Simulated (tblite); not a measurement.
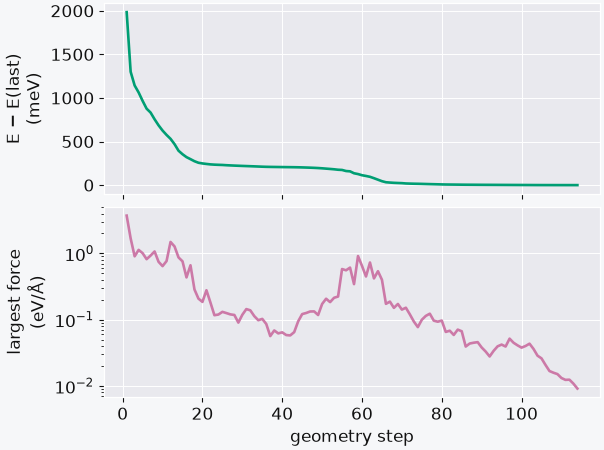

History of a geometry optimisation.

- system: C₃H₇BO₄S (SMILES O=S1(=O)CC(B(O)O)C1)
- method: tblite, GFN2-xTB geometry optimisation, gas phase

How did the optimisation end?

The optimisation met its thresholds at geometry 114, counting the start as the first. The energy fell by about 2000 meV from the first step to the last. The largest force goes from about 3.7 eV/Å at the start to 9 × 10⁻³ eV/Å at the end.
